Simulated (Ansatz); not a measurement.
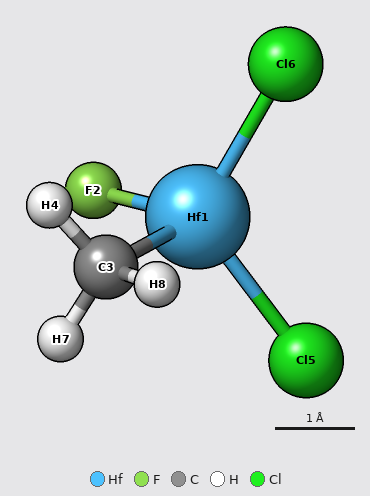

The input geometry (ball-and-stick view, seen at a tilt; atoms are numbered from 1 in the order of the input). Sticks mark near contacts. Bond lengths as drawn: Cl–Hf 2.36 Å, C–H 1.11 Å, C–Hf 2.19 Å and F–Hf 1.91 Å.

Run report: CH$_{3}$Cl$_{2}$FHf, nudged elastic band

CH$_{3}$Cl$_{2}$FHf, computed with RKS PBE/def2-SVP (Ansatz 0.2.0).

One setting was made poor on purpose. It belongs to a series of runs on one base structure; here: band between the two ends. Figures and captions count atoms from 1; the log counts them from 0 in places.

## The input
```yaml
crystal:
  periodic: [false, false, false]
  atoms:
    - { symbol: Hf, position_ang: [0.314682, 0.135826, -0.978918] }
    - { symbol: F, position_ang: [1.514443, 1.619185, -0.92289] }
    - { symbol: C, position_ang: [-0.29998, -0.084509, 1.11053] }
    - { symbol: H, position_ang: [0.581865, -0.264122, 1.764958] }
    - { symbol: Cl, position_ang: [-1.67498, 0.591383, -2.159625] }
    - { symbol: Cl, position_ang: [1.37498, -1.897971, -1.52645] }
    - { symbol: H, position_ang: [-0.808523, 0.837009, 1.471662] }
    - { symbol: H, position_ang: [-1.002488, -0.936802, 1.240734] }
basis:
  gaussian: { orbitals: def2-SVP }
hamiltonian:
  xc: pbe
neb:
  order_check: false
  images: 9
  f_tol: 0.2
  max_iterations: 60
  final_atoms:
    - { symbol: Hf, position_ang: [0.32224085, 0.12863521, -0.96904093] }
    - { symbol: F, position_ang: [1.73902551, 1.40690178, -0.91364588] }
    - { symbol: C, position_ang: [-0.30123485, -0.08259725, 1.12730414] }
    - { symbol: H, position_ang: [0.39315807, 0.45122544, 1.81330188] }
    - { symbol: Cl, position_ang: [-1.56864911, 0.92314545, -2.13279436] }
    - { symbol: Cl, position_ang: [1.05951882, -2.00712364, -1.64391268] }
    - { symbol: H, position_ang: [-1.3211973, 0.33242693, 1.28702282] }
    - { symbol: H, position_ang: [-0.32286301, -1.15261493, 1.43176603] }
  initial_path:
    images:
      - { positions_ang: [[0.314682, 0.135826, -0.978918], [1.514443, 1.619185, -0.92289], [-0.29998, -0.084509, 1.11053], [0.581865, -0.264122, 1.764958], [-1.67498, 0.591383, -2.159625], [1.37498, -1.897971, -1.52645], [-0.808523, 0.837009, 1.471662], [-1.002488, -0.936802, 1.240734]] }
      - { positions_ang: [[0.17312364, 0.00442408, -0.97776686], [1.48378839, 1.51746507, -0.7617849], [-0.32672097, -0.08739997, 1.11829183], [0.59411842, -0.07077398, 1.56851077], [-1.56896069, 0.69542386, -2.22839543], [1.36464807, -1.9052662, -1.57387552], [-0.89430937, 0.7707556, 1.49230622], [-0.82568849, -0.92462945, 1.36271489]] }
      - { positions_ang: [[0.03156527, -0.12697784, -0.97661571], [1.45313377, 1.41574514, -0.6006798], [-0.35346195, -0.09029094, 1.12605366], [0.60637185, 0.12257404, 1.37206353], [-1.46294138, 0.79946471, -2.29716587], [1.35431615, -1.91256141, -1.62130103], [-0.98009573, 0.70450219, 1.51295043], [-0.64888898, -0.9124569, 1.48469578]] }
      - { positions_ang: [[-0.10999309, -0.25837976, -0.97546457], [1.42247916, 1.31402522, -0.4395747], [-0.38020292, -0.09318191, 1.1338155], [0.61862527, 0.31592206, 1.1756163], [-1.35692207, 0.90350557, -2.3659363], [1.34398422, -1.91985661, -1.66872655], [-1.0658821, 0.63824879, 1.53359465], [-0.47208947, -0.90028435, 1.60667667]] }
      - { positions_ang: [[-0.25155146, -0.38978169, -0.97431343], [1.39182455, 1.21230529, -0.2784696], [-0.40694389, -0.09607288, 1.14157733], [0.63087869, 0.50927008, 0.97916907], [-1.25090275, 1.00754643, -2.43470674], [1.33365229, -1.92715182, -1.71615206], [-1.15166847, 0.57199538, 1.55423887], [-0.29528996, -0.8881118, 1.72865756]] }
      - { positions_ang: [[-0.39310982, -0.52118361, -0.97316228], [1.36116993, 1.11058536, -0.11736451], [-0.43368486, -0.09896385, 1.14933916], [0.64313212, 0.7026181, 0.78272184], [-1.14488344, 1.11158728, -2.50347717], [1.32332036, -1.93444702, -1.76357758], [-1.23745484, 0.50574198, 1.57488308], [-0.11849045, -0.87593924, 1.85063846]] }
      - { positions_ang: [[-0.25003969, -0.39121984, -0.97233801], [1.43674105, 1.16984864, -0.27662078], [-0.40719486, -0.09569053, 1.14493216], [0.59313731, 0.65233957, 0.98883784], [-1.22963658, 1.07389892, -2.42934061], [1.27056006, -1.94898234, -1.7396446], [-1.25420333, 0.47107897, 1.51731103], [-0.15936496, -0.93127438, 1.76686397]] }
      - { positions_ang: [[-0.10696955, -0.26125608, -0.97151374], [1.51231216, 1.22911193, -0.43587706], [-0.38070486, -0.09241721, 1.14052515], [0.5431425, 0.60206104, 1.19495385], [-1.31438971, 1.03621055, -2.35520405], [1.21779975, -1.96351767, -1.71571162], [-1.27095182, 0.43641596, 1.45973898], [-0.20023947, -0.98660952, 1.68308948]] }
      - { positions_ang: [[0.03610058, -0.13129231, -0.97068947], [1.58788328, 1.28837521, -0.59513333], [-0.35421485, -0.08914389, 1.13611815], [0.49314769, 0.5517825, 1.40106986], [-1.39914284, 0.99852218, -2.28106749], [1.16503944, -1.97805299, -1.69177864], [-1.28770031, 0.40175295, 1.40216692], [-0.24111398, -1.04194465, 1.599315]] }
      - { positions_ang: [[0.17917072, -0.00132855, -0.9698652], [1.6634544, 1.34763849, -0.75438961], [-0.32772485, -0.08587057, 1.13171114], [0.44315288, 0.50150397, 1.60718587], [-1.48389598, 0.96083382, -2.20693092], [1.11227913, -1.99258831, -1.66784566], [-1.3044488, 0.36708994, 1.34459487], [-0.2819885, -1.09727979, 1.51554051]] }
      - { positions_ang: [[0.32224085, 0.12863521, -0.96904093], [1.73902551, 1.40690178, -0.91364588], [-0.30123485, -0.08259725, 1.12730414], [0.39315807, 0.45122544, 1.81330188], [-1.56864911, 0.92314545, -2.13279436], [1.05951882, -2.00712364, -1.64391268], [-1.3211973, 0.33242693, 1.28702282], [-0.32286301, -1.15261493, 1.43176603]] }
```

Machine: 2 threads of Intel Xeon (Sapphire Rapids), 16 GiB of memory available, shared host.

Command:
```bash
ansatz run input.yaml --threads 2 --pin off --max-ram 3072MiB --backend cpu --events-out ev --progress --plain --runs-dir out
```

## The program's output
```
Engine: ansatz 0.2.0, x86_64-unknown-linux-gnu
Functional definition: PBE
  parameter kappa = 0.804
  parameter beta = 0.06672455060314922
  exchange = pbe_x(kappa = kappa, mu = beta*pi^2/3)
  correlation = pbe_c(beta = beta)
1184 factors; their error is unknown
mean field evaluation 1: about -30127.1755 eV, gradient 6.6e1 eV
mean field evaluation 2: about -30067.6049 eV, gradient 1.8e2 eV
mean field evaluation 4: about -30136.4669 eV, gradient 2.1e1 eV
mean field evaluation 8: about -30137.2984 eV, gradient 1.2e-1 eV
mean field evaluation 16: about -30137.2049 eV, gradient 1.3e-3 eV
mean field -30137.20491217 eV, -1107.5218527910 hartree, gradient 2.8e-5 eV, S^2 0.000000; 0 other end points of the search recorded, 0 dependent functions left out
the calculation of the forces begins
reference -30137.20498837 eV, -1107.5218555914 hartree; 32, 32 occupied and 79, 79 virtual orbitals, 1184 factors
1184 factors; their error is unknown
mean field evaluation 32: about -30137.1561 eV, gradient 1.1e-1 eV
mean field -30137.15610491 eV, -1107.5200591575 hartree, gradient 5.6e-5 eV, S^2 0.000000; 0 other end points of the search recorded, 0 dependent functions left out
[... from here on the field's lines of each further geometry are left out, up to the last ...]
NEB iter   1: max|band force component| = 7.675e0 eV/Å  barrier→ = 4.2425 eV  barrier← = 4.1937 eV  Δτ_max = 0.2000 Å  (332 SCF iters)
NEB iter   2: max|band force component| = 2.354e0 eV/Å  barrier→ = 3.3259 eV  barrier← = 3.2771 eV  Δτ_max = 0.2000 Å  (341 SCF iters)
NEB iter   3: max|band force component| = 4.010e0 eV/Å  barrier→ = 2.5372 eV  barrier← = 2.4884 eV  Δτ_max = 0.1010 Å  (325 SCF iters)
NEB iter   4: max|band force component| = 2.864e0 eV/Å  barrier→ = 1.8991 eV  barrier← = 1.8503 eV  Δτ_max = 0.0996 Å  (300 SCF iters)
NEB iter   5: max|band force component| = 2.148e0 eV/Å  barrier→ = 1.4928 eV  barrier← = 1.4440 eV  Δτ_max = 0.1993 Å  (294 SCF iters)
NEB iter   6: max|band force component| = 3.312e0 eV/Å  barrier→ = 1.0928 eV  barrier← = 1.0440 eV  Δτ_max = 0.0990 Å  (294 SCF iters)
NEB iter   7: max|band force component| = 1.466e0 eV/Å  barrier→ = 0.6093 eV  barrier← = 0.5605 eV  Δτ_max = 0.1977 Å  (272 SCF iters)
NEB iter   8: max|band force component| = 1.373e0 eV/Å  barrier→ = 0.3511 eV  barrier← = 0.3023 eV  Δτ_max = 0.1986 Å  (289 SCF iters)
NEB iter   9: max|band force component| = 7.627e-1 eV/Å  barrier→ = 0.2353 eV  barrier← = 0.1865 eV  Δτ_max = 0.1713 Å  (296 SCF iters)
NEB iter  10: max|band force component| = 7.090e-1 eV/Å  barrier→ = 0.1153 eV  barrier← = 0.0665 eV  Δτ_max = 0.1977 Å  (287 SCF iters)
NEB iter  11: max|band force component| = 3.589e-1 eV/Å  barrier→ = 0.0588 eV  barrier← = 0.0100 eV  CI = image 5  Δτ_max = 0.1976 Å  (281 SCF iters)
NEB iter  12: max|band force component| = 2.420e-1 eV/Å  barrier→ = 0.0442 eV  barrier← = -0.0046 eV  CI = image 9  Δτ_max = 0.0887 Å  (281 SCF iters)
the calculation of the forces begins
reference -30137.16305599 eV, -1107.5203146047 hartree; 32, 32 occupied and 79, 79 virtual orbitals, 1184 factors
1184 factors; their error is unknown
mean field evaluation 1280: about -30137.1582 eV, gradient 4.2e-3 eV
mean field -30137.15817420 eV, -1107.5201352022 hartree, gradient 2.0e-5 eV, S^2 0.000000; 1 other end points of the search recorded, 0 dependent functions left out
the calculation of the forces begins
reference -30137.15824922 eV, -1107.5201379593 hartree; 32, 32 occupied and 79, 79 virtual orbitals, 1184 factors
NEB iter  13: max|band force component| = 1.145e-1 eV/Å  barrier→ = 0.0467 eV  barrier← = -0.0021 eV  CI = image 9  Δτ_max = 0.0000 Å  (717 SCF iters)
```

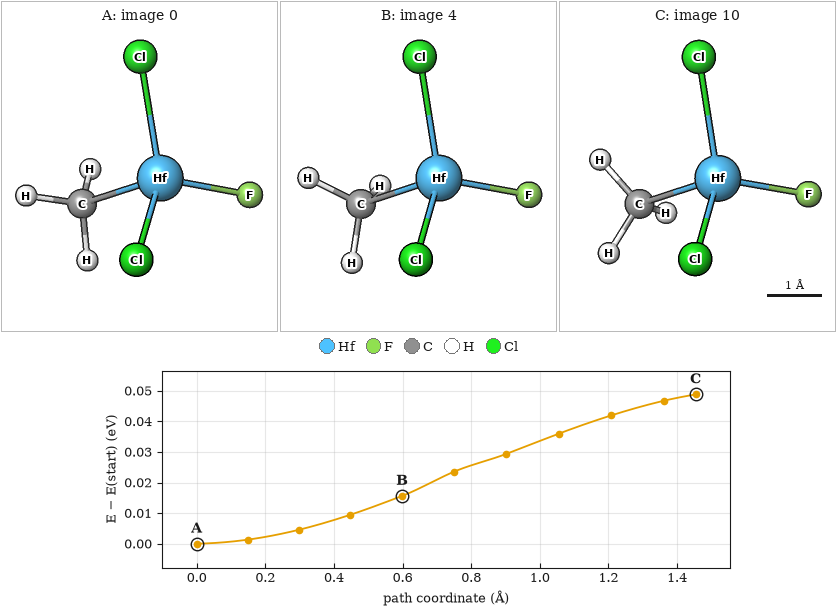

Images of the last band (counted from 0; ball-and-stick, seen at a tilt) above the energy along the path; the line is a cubic interpolation that uses the forces. No image lies above both ends; the end is 0.049 eV above the start. The path is 1.45 Å long. The band converged in 13 iterations.

```
Total energy: -30137.15824922 eV, -1107.5201379593 hartree
Atom 0 at     0.323890     0.118596    -0.969431 Å, force     0.017054    -0.010107    -0.003745 eV/Å
Atom 1 at     1.734000     1.403963    -0.923344 Å, force    -0.020015     0.002401    -0.001158 eV/Å
Atom 2 at    -0.305456    -0.069125     1.127654 Å, force    -0.001743     0.002706     0.008238 eV/Å
Atom 3 at     0.413483     0.429617     1.814401 Å, force     0.002461    -0.014682    -0.004424 eV/Å
Atom 4 at    -1.567468     0.880424    -2.153743 Å, force     0.000005    -0.000806     0.000471 eV/Å
Atom 5 at     1.082767    -2.018588    -1.615325 Å, force     0.001753     0.007549     0.006943 eV/Å
Atom 6 at    -1.304601     0.392531     1.290145 Å, force     0.010899     0.011710     0.000882 eV/Å
Atom 7 at    -0.376615    -1.137418     1.429644 Å, force    -0.010415     0.001230    -0.007205 eV/Å
Dipole moment:    -0.070198    -0.009380     0.270249 e Å
this run last wrote the band of iteration 13 to [file]
```

## The last band as extended XYZ (Å, eV, eV/Å)
```
8
Properties=species:S:1:pos:R:3:forces:R:3 image=0 energy=-30137.20491
Hf    0.3147    0.1358   -0.9789   -0.0004  -0.0006   0.0001
F     1.5144    1.6192   -0.9229   -0.0007   0.0009  -0.0004
C    -0.3000   -0.0845    1.1105   -0.0001  -0.0004   0.0005
H     0.5819   -0.2641    1.7650   -0.0006  -0.0007   0.0000
Cl   -1.6750    0.5914   -2.1596    0.0006  -0.0005  -0.0007
Cl    1.3750   -1.8980   -1.5265   -0.0001   0.0004   0.0002
H    -0.8085    0.8370    1.4717    0.0017   0.0000   0.0008
H    -1.0025   -0.9368    1.2407   -0.0004   0.0009  -0.0007
8
Properties=species:S:1:pos:R:3:forces:R:3 image=1 energy=-30137.20359
Hf    0.3166    0.1292   -0.9786    0.0000  -0.0004  -0.0005
F     1.5393    1.5939   -0.9269   -0.0026   0.0023  -0.0007
C    -0.3012   -0.0776    1.1116    0.0011   0.0010  -0.0034
H     0.5851   -0.1757    1.7772   -0.0005  -0.0084  -0.0002
Cl   -1.6635    0.6138   -2.1637   -0.0010  -0.0035   0.0002
Cl    1.3435   -1.9225   -1.5229    0.0038   0.0020   0.0018
H    -0.8782    0.8138    1.4441    0.0063   0.0031   0.0031
H    -0.9414   -0.9749    1.2592   -0.0072   0.0039  -0.0001
8
Properties=species:S:1:pos:R:3:forces:R:3 image=2 energy=-30137.20035
Hf    0.3206    0.1102   -0.9785    0.0003  -0.0011  -0.0009
F     1.5683    1.5541   -0.9467   -0.0047   0.0043  -0.0020
C    -0.3047   -0.0568    1.1140    0.0014  -0.0013  -0.0177
H     0.5788   -0.0658    1.7902    0.0002  -0.0148   0.0036
Cl   -1.6466    0.6114   -2.1781   -0.0018  -0.0052   0.0011
Cl    1.3123   -1.9655   -1.4965    0.0067   0.0040   0.0049
H    -0.9472    0.8036    1.4052    0.0104   0.0072   0.0087
H    -0.8815   -0.9911    1.2904   -0.0125   0.0070   0.0022
8
Properties=species:S:1:pos:R:3:forces:R:3 image=3 energy=-30137.19544
Hf    0.3283    0.0882   -0.9770   -0.0028   0.0008   0.0049
F     1.6029    1.5085   -0.9630   -0.0058   0.0063  -0.0018
C    -0.3133   -0.0344    1.1154    0.0265  -0.0014  -0.0304
H     0.5593    0.0460    1.8011   -0.0051  -0.0202   0.0004
Cl   -1.6196    0.6101   -2.1989   -0.0024  -0.0084   0.0005
Cl    1.2850   -2.0114   -1.4636    0.0080   0.0040   0.0073
H    -1.0165    0.7918    1.3613    0.0059   0.0067   0.0156
H    -0.8260   -0.9988    1.3245   -0.0243   0.0123   0.0035
8
Properties=species:S:1:pos:R:3:forces:R:3 image=4 energy=-30137.18929
Hf    0.3310    0.0822   -0.9753   -0.0039   0.0249   0.0062
F     1.6317    1.4789   -0.9628   -0.0124  -0.0014   0.0000
C    -0.3147   -0.0320    1.1178   -0.0131  -0.0089  -0.0210
H     0.5429    0.1255    1.8086    0.0016  -0.0199   0.0025
Cl   -1.6018    0.6487   -2.2021    0.0002  -0.0151   0.0031
Cl    1.2523   -2.0294   -1.4752    0.0109  -0.0053   0.0075
H    -1.0771    0.7487    1.3375    0.0290   0.0041   0.0114
H    -0.7643   -1.0227    1.3514   -0.0123   0.0216  -0.0098
8
Properties=species:S:1:pos:R:3:forces:R:3 image=5 energy=-30137.18137
Hf    0.3210    0.0765   -0.9746   -0.0280  -0.0403  -0.0350
F     1.6434    1.4478   -0.9326    0.0346   0.0477  -0.0141
C    -0.3170   -0.0379    1.1200   -0.0343   0.0278  -0.1150
H     0.5387    0.1981    1.7857    0.0618  -0.0151   0.0815
Cl   -1.5870    0.7003   -2.2175    0.0173  -0.0279   0.0269
Cl    1.2208   -2.0428   -1.4928   -0.0072   0.0257   0.0138
H    -1.1211    0.7027    1.3232   -0.0041   0.0222   0.0296
H    -0.6988   -1.0448    1.3887   -0.0401  -0.0401   0.0123
8
Properties=species:S:1:pos:R:3:forces:R:3 image=6 energy=-30137.17557
Hf    0.3273    0.0901   -0.9720    0.0187   0.0577  -0.0165
F     1.6706    1.4478   -0.9419   -0.0388  -0.0348  -0.0027
C    -0.3134   -0.0457    1.1225   -0.0148   0.0339  -0.0822
H     0.5135    0.2537    1.8005    0.0481  -0.0221   0.0557
Cl   -1.5831    0.7422   -2.1920    0.0051  -0.0197   0.0094
Cl    1.1789   -2.0382   -1.5237    0.0128   0.0007   0.0081
H    -1.1742    0.6303    1.3202    0.0041   0.0074   0.0130
H    -0.6196   -1.0803    1.3864   -0.0350  -0.0232   0.0151
8
Properties=species:S:1:pos:R:3:forces:R:3 image=7 energy=-30137.16897
Hf    0.3277    0.0965   -0.9717   -0.0553  -0.0133  -0.0123
F     1.6935    1.4266   -0.9465    0.0226   0.0355   0.0031
C    -0.3114   -0.0474    1.1244    0.0069   0.0052  -0.0313
H     0.4864    0.3198    1.8063    0.0100  -0.0268   0.0227
Cl   -1.5793    0.7838   -2.1775    0.0086  -0.0160   0.0021
Cl    1.1489   -2.0377   -1.5476    0.0089  -0.0005   0.0079
H    -1.2249    0.5585    1.3129    0.0140   0.0199   0.0024
H    -0.5408   -1.1001    1.3997   -0.0158  -0.0039   0.0054
8
Properties=species:S:1:pos:R:3:forces:R:3 image=8 energy=-30137.16298
Hf    0.3255    0.1064   -0.9718   -0.0031  -0.0035   0.0046
F     1.7122    1.4165   -0.9343   -0.0052   0.0079  -0.0011
C    -0.3081   -0.0585    1.1252   -0.0046   0.0096  -0.0331
H     0.4525    0.3774    1.8087    0.0152  -0.0161   0.0196
Cl   -1.5726    0.8339   -2.1672   -0.0003  -0.0116  -0.0017
Cl    1.1170   -2.0319   -1.5730    0.0059   0.0044   0.0006
H    -1.2672    0.4773    1.2978    0.0048   0.0232   0.0082
H    -0.4593   -1.1212    1.4145   -0.0125  -0.0140   0.0029
8
Properties=species:S:1:pos:R:3:forces:R:3 image=9 energy=-30137.15817
Hf    0.3239    0.1186   -0.9694    0.0171  -0.0101  -0.0037
F     1.7340    1.4040   -0.9233   -0.0200   0.0024  -0.0012
C    -0.3055   -0.0691    1.1277   -0.0017   0.0027   0.0082
H     0.4135    0.4296    1.8144    0.0025  -0.0147  -0.0044
Cl   -1.5675    0.8804   -2.1537    0.0000  -0.0008   0.0005
Cl    1.0828   -2.0186   -1.6153    0.0018   0.0075   0.0069
H    -1.3046    0.3925    1.2901    0.0109   0.0117   0.0009
H    -0.3766   -1.1374    1.4296   -0.0104   0.0012  -0.0072
8
Properties=species:S:1:pos:R:3:forces:R:3 image=10 energy=-30137.15610
Hf    0.3222    0.1286   -0.9690    0.0098   0.0062  -0.0085
F     1.7390    1.4069   -0.9136   -0.0213  -0.0105   0.0004
C    -0.3012   -0.0826    1.1273    0.0006   0.0018   0.0184
H     0.3932    0.4512    1.8133   -0.0056  -0.0167  -0.0062
Cl   -1.5686    0.9231   -2.1328    0.0045  -0.0046   0.0007
Cl    1.0595   -2.0071   -1.6439    0.0042   0.0060   0.0020
H    -1.3212    0.3324    1.2870    0.0146   0.0072   0.0001
H    -0.3229   -1.1526    1.4318   -0.0068   0.0106  -0.0068
```

## Key numbers

```csv
quantity,value
outcome,converged
"barrier, forward",0.047 eV
"barrier, backward",−0.002 eV
wall time,3.5 min (CPU time 6.7 min)
peak memory,0.25 GiB
```

## Notes

A deliberately poor setting: loose force. The order of the saddle point was not checked.
